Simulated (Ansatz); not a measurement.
# CH7BO: the cost of one run

Computed with Ansatz 0.2.0, Gaussian basis. Level: PBE0-D4/def2-SVP.

22 further runs of the same task are left out: 22 set aside as unsound or not needed.

## (1) Starting geometry

The first end: 10 atoms, charge 0, spin multiplicity 1.

Atoms are counted from 1 here; the program's logs count them from 0.

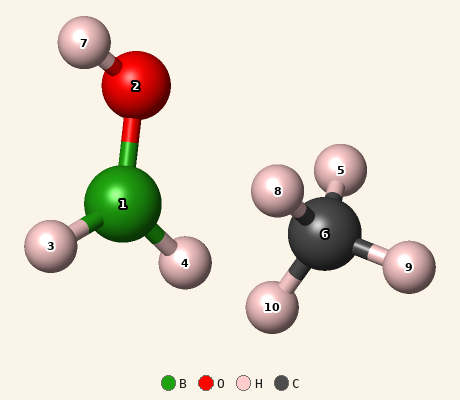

As it starts; boron green, oxygen red, hydrogen pink, carbon dark grey; atoms are numbered from 1 in the order of the file.

As a file:

```xyz
10

B    -0.21251    0.42853   -1.66664
O    -1.50891    0.08454   -1.52983
H     0.61563   -0.39850   -1.93931
H     0.05875    1.58331   -1.51290
H    -0.41522    0.27134    1.38552
C     0.54263   -0.16922    1.66127
H    -1.67138   -0.85283   -1.66237
H     0.44689   -1.25399    1.70577
H     0.84708    0.20820    2.63711
H     1.29705    0.09862    0.92118
```

The second end:

```
B     0.28999    0.19892   -0.55608
O    -1.41927   -0.00940   -0.48818
H     0.61695   -0.69111   -1.31529
H     0.34687    1.30435   -1.04134
H    -1.59796   -0.89603   -0.15302
C     0.76364    0.04476    0.95167
H    -1.75052    0.02436   -1.39278
H     0.55944   -0.94296    1.38451
H     0.33914    0.80063    1.61994
H     1.85172    0.16647    0.99036
```

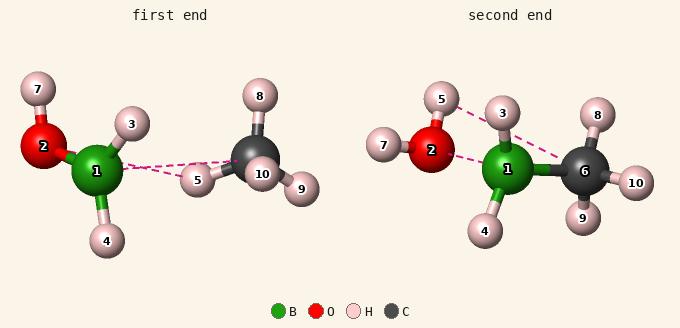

The two ends; dashed lines mark the contacts followed along the path.

## (2) The band at PBE0-D4/def2-SVP

Contents of neb/in.yaml:

```yaml
crystal:
  periodic: [false, false, false]
  atoms:
    - {symbol: B, position_ang: [-0.212512, 0.428529, -1.666637]}
    - {symbol: O, position_ang: [-1.508911, 0.084537, -1.529826]}
    - {symbol: H, position_ang: [0.615628, -0.398497, -1.939312]}
    - {symbol: H, position_ang: [0.058752, 1.583306, -1.512902]}
    - {symbol: H, position_ang: [-0.415222, 0.271340, 1.385522]}
    - {symbol: C, position_ang: [0.542629, -0.169218, 1.661268]}
    - {symbol: H, position_ang: [-1.671379, -0.852832, -1.662372]}
    - {symbol: H, position_ang: [0.446886, -1.253987, 1.705769]}
    - {symbol: H, position_ang: [0.847084, 0.208201, 2.637111]}
    - {symbol: H, position_ang: [1.297045, 0.098622, 0.921180]}
basis:
  gaussian: {orbitals: def2-SVP}
hamiltonian: {xc: pbe0, dispersion: d4}
neb:
  images: 5
  climbing: true
  max_iterations: 40
  initial_path: idpp
  final_atoms:
    - {symbol: B, position_ang: [0.289990, 0.198922, -0.556077]}
    - {symbol: O, position_ang: [-1.419267, -0.009402, -0.488178]}
    - {symbol: H, position_ang: [0.616952, -0.691107, -1.315286]}
    - {symbol: H, position_ang: [0.346874, 1.304355, -1.041343]}
    - {symbol: H, position_ang: [-1.597962, -0.896030, -0.153015]}
    - {symbol: C, position_ang: [0.763639, 0.044759, 0.951667]}
    - {symbol: H, position_ang: [-1.750524, 0.024362, -1.392783]}
    - {symbol: H, position_ang: [0.559438, -0.942958, 1.384514]}
    - {symbol: H, position_ang: [0.339145, 0.800631, 1.619943]}
    - {symbol: H, position_ang: [1.851716, 0.166467, 0.990358]}
```

Command:

```sh
> ansatz run in.yaml --threads 2 --pin off --events-out ev --progress --plain --max-ram 4352MiB
```

**Question.** How long does this run take on 2 threads of Arm Neoverse N1, shared host?

About 3.8 min.
